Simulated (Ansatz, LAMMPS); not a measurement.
# Squeezing and shearing amorphous 28Y2O3-72Al2O3 (mol %) (90 atoms), part 4 of 4

Aim: relax amorphous 28Y2O3-72Al2O3 (mol %) (90 atoms), then change its volume and shape to read moduli from the stress.

Ansatz 0.2.0; Kohn-Sham DFT, r2SCAN, PAW (set soft_2), plane waves.

The cell: 10 Y, 26 Al and 54 O. The quench rate of 20 K/ps is orders of magnitude faster than experiment. The network of bonds at the start is that of the classical potential that made the cell. Sampling is at Γ alone.

So far. Step 11 (Compressed by 1 % along x): The relaxation converged after 4 steps, 0.0457 eV below its start, with a largest force component of 0.038 eV/Å. Step 11 (Compressed by 1 % along x): Compressed by 1 % along x: the energy stands 0.0689 eV above that of the reference, at a pressure of 1.27 GPa.

### Step 12. Sheared by 2 % in xy

A shear of the relaxed cell gives the modulus that volume changes can't reach.

Input file input.yaml:

```yaml
crystal:
  lattice:
    - [10.46843, 0.15954, 0.13893]
    - [0.15671, 10.18545, 0.21675]
    - [0.1411, 0.21814, 10.37557]
  atoms:
    [... the 90 atom lines of step 4 ...]
kpoints:
  mp_grid: { grid: [1, 1, 1] }
hamiltonian:
  xc: r2scan
scf:
  occupations: { method: fixed }
output:
  forces: true
  eigenvalues: true
  stress: true
relax:
  f_tol: 0.05
  max_steps: 70
```

Command:

```bash
$ ansatz run input.yaml --threads 4 --pin off --max-ram 8192MiB --backend cpu --events-out ev --progress --plain --runs-dir out
```

Numbers of over 12 decimals in the logs are rounded to 6 here.

Output:

```text
[...]
Crystal: 90 atoms, lattice volume = 1105.358 Å³
Basis set: ecut = 500 eV, 28041 PW (Γ), exchange–correlation on 320×300×320 points (64 copies of the dense FFT grid, shifted against one another)
Bands: 346, of which v1, the nominal top of the filled ones, is band 256 counted from 1 (255 counted from 0)
Symmetry: 1 space group operations
[...]
k-points: 1
[...]
SCF iter   1: F=—  HF=-83507.984955 eV  |F-HF|=—  |Δ(HF+E_count)|=         —  Δρ=8.83e-3  dr2=9.95e-1  dr2_τ=5.27e0  ethr=1.77e-3  ⟨swp⟩=5.0  Hψ=1198  notcnv=0  defer=87
[...]
SCF iter   6: F=—  HF=-83510.806268 eV  |F-HF|=—  |Δ(HF+E_count)|=   7.97e-5  Δρ=8.83e-5  dr2=7.34e-5  dr2_τ=1.05e-5  ethr=4.64e-8  ⟨swp⟩=2.0  Hψ=501  notcnv=0  defer=88
SCF iter   7: F=-83510.806258 eV  HF=-83510.806258 eV  |F-HF|=9.02e-8  |Δ(HF+E_count)|=   1.01e-5  Δρ=2.07e-5  dr2=4.21e-6  dr2_τ=4.76e-7  ethr=1.22e-8  ⟨swp⟩=16.0  Hψ=2110  notcnv=0
SCF 1 converged in 7 iterations: F = -83510.806258 eV  dr2 = 4.21e-6
[...]
relax step   1: F+E_penalty+E_count = -83510.80625813 eV  Δ(F+E_penalty+E_count) = +0.000e0 eV  max|allowed force component| = 4.073e-1 eV/Å  Δτ_max = 0.0000 Å  (7 SCF iters, dr2 threshold 6.25e-5 eV, accepted)
[...]
relax step   2: F+E_penalty+E_count = -83510.85637495 eV  Δ(F+E_penalty+E_count) = -5.012e-2 eV  max|allowed force component| = 2.725e-1 eV/Å  Δτ_max = 0.0260 Å  (6 SCF iters, dr2 threshold 1.04e-5 eV, accepted)
[...]
relax step   3: F+E_penalty+E_count = -83510.88454491 eV  Δ(F+E_penalty+E_count) = -2.817e-2 eV  max|allowed force component| = 1.090e-1 eV/Å  Δτ_max = 0.0161 Å  (5 SCF iters, dr2 threshold 4.64e-6 eV, accepted)
relax step   4: F+E_penalty+E_count = -83510.89050024 eV  Δ(F+E_penalty+E_count) = -5.955e-3 eV  max|allowed force component| = 5.086e-2 eV/Å  Δτ_max = 0.0371 Å  (9 SCF iters, accepted)
[...]
relax step   5: F+E_penalty+E_count = -83510.89374524 eV  Δ(F+E_penalty+E_count) = -3.245e-3 eV  max|allowed force component| = 2.744e-2 eV/Å  Δτ_max = 0.0177 Å  (7 SCF iters, accepted)
[...]
SCF iter   2: F=-83510.893745 eV  HF=-83510.893745 eV  |F-HF|=1.48e-8  |Δ(HF+E_count)|=   2.03e-8  Δρ=1.31e-6  dr2=2.42e-8  dr2_τ=1.03e-9  ethr=1.16e-11  ⟨swp⟩=3.0  Hψ=769  notcnv=0
SCF 6 converged in 2 iterations: F = -83510.893745 eV  dr2 = 2.42e-8
SCF converged after 2 iterations
Free energy (F): -83510.893745 eV
[...]
Internal energy: -83510.893745 eV  (E = F + TS)
E sigma→0 (E₀):  -83510.893745 eV
Fermi energy:    5.616987 eV
[...]
Σ components = -83510.893745   (vs F -83510.893745, Δ=0.00e0)
--- Forces (eV/Å), atoms counted from 1 ---
  atom   1  Y      0.00683418    -0.00742481    -0.01148565
  atom   2  Y     -0.00002217     0.00067206    -0.00326881
  atom   3  Y     -0.00957034    -0.00122116    -0.00266311
  atom   4  Y      0.00269655     0.00242566     0.00237856
[...]
atom  90  O      0.00040064    -0.00397383     0.00265413
  max |Σ_I F_I| component: 1.84e-4 eV/Å
--- Stress (GPa, compression-positive) ---
        0.063103      -1.006831       0.004737
       -1.006826      -0.121985       0.044991
        0.004717       0.044912       0.082830
  P = ⅓ Tr σ = 0.0080 GPa (0.080 kbar)
--- Band table (eV) ---
[...]
--- Relaxed structure (5 steps of the walk, 5 accepted, 0 SCFs on fresh bases) ---
  F+E_penalty+E_count = -83510.89374524 eV   max|allowed force component| = 2.744e-2 eV/Å
  atoms:
    - { symbol: Y, position: [0.124811, 0.419771, 0.547981] }
    - { symbol: Y, position: [0.165917, 0.244638, 0.252714] }
    - { symbol: Y, position: [0.118092, 0.804854, 0.938025] }
    - { symbol: Y, position: [0.725026, 0.706023, 0.198935] }
[...]
- { symbol: O, position: [0.400847, 0.860275, 0.321399] }
```

Wall time 79 s (4 threads of Intel Xeon 6975P-C (Granite Rapids), shared host); peak memory 3.1 GiB; 5 min of CPU time.

The relaxation converged after 5 steps, 0.0875 eV below its start, with a largest force component of 0.027 eV/Å.

Sheared by 2 % in xy: the energy stands 0.0655 eV above that of the reference, at a pressure of 0.00798 GPa.

### Step 13. Pressure against volume

Atoms are relaxed at each volume, in the scaled cell.

```
volume change (%)  volume (Å³/atom)  energy change (meV/atom)  pressure (GPa)  largest move on relaxing (Å)  bonds  gap (eV)
              -10            11.055                     38.73            9.30                          1.59    187                4.47
               -6            11.546                     17.07            7.37                          0.43    179                4.48
               -3            11.914                      4.34            3.79                          0.13    171                4.46
               +0            12.283                      0.00            0.02                             -    171                4.42
               +3            12.651                      3.85           -3.35                          0.10    171                4.33
               +6            13.020                     15.06           -6.29                          0.21    171                4.21
```

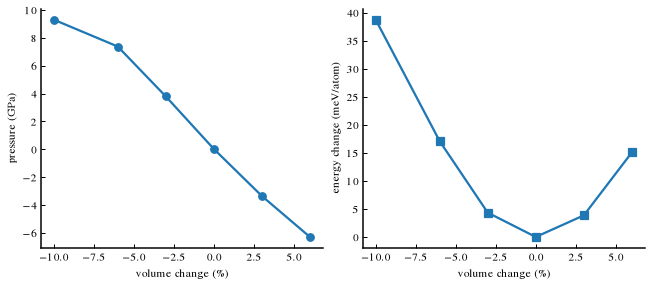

Pressure and energy against volume.

### Step 14. Uniaxial strain and shear

Stress (GPa, compression positive) less that of the relaxed cell, atoms relaxed:

```
                   strain      xx      yy      zz      xy  energy change (meV/atom)
 stretched by 1 % along x  -1.856  -0.843  -0.791   0.000                      0.65
compressed by 1 % along x   1.944   0.927   0.870  -0.016                      0.77
     sheared by 2 % in xy   0.044  -0.143   0.058  -1.018                      0.73
```

### Step 15. Findings

The bulk modulus, from the slope of pressure against ln V over the three points nearest the relaxed volume, is 119 GPa; between neighbouring points the slope runs 44, 114, 124, 114 and 102 GPa from the smallest volume up, without a steady fall, so no pressure derivative is given, and the cell yields more easily when compressed beyond -6 %. The count of bonds runs from 171 to 187 over the series, so at some points contacts cross the cutoffs. At -10 % some atom moved by over 0.5 Å on relaxing, so that point may sit in another local minimum. The gap goes from 4.47 eV at the smallest volume to 4.21 eV at the largest, -1.6 eV per unit of ln V by a straight line, not monotonically (lowest 4.21, highest 4.48 eV), on the run's k-points. In the Cartesian axes of the cell, finite differences give C11 = 190, C12 = 88.5, C13 = 83.0 and C66 = 50.9 GPa (the shear of 2 % is the engineering strain, εxy = 0.01). The mean of C11, C12 and C13, which equals the bulk modulus in a cubic or isotropic solid, is 120 GPa: it agrees with the bulk modulus within 10 %. For an isotropic solid C66 would equal (C11 − C12)/2 = 50.8 GPa; so small a sample needn't be isotropic, and C66 rests on one shear. With the bulk modulus and C66 as K and G, Young's modulus would be about 134 GPa and Poisson's ratio 0.31.

**Limits.** Strains are finite and relaxations stop at the force tolerance of the input, which can leave moduli too stiff; they are those of a static cell at zero temperature. Volumes are changed with the cell's shape held, so in an anisotropic solid the modulus lies over the one under free hydrostatic load. The program notes that the SCF threshold of the relaxations is loose for the stress.

The DFT runs together took 21 min of wall time.

[Logs are printed without paths, hosts, clocks, repeated set-up lines and the standing remarks that a program may print on its own settings, such as how far it seeks lower states.]

[Hosts, paths, dates, database ids (printed as entryN), source tags and the programs' standing remarks are cut or masked in the printed files.]
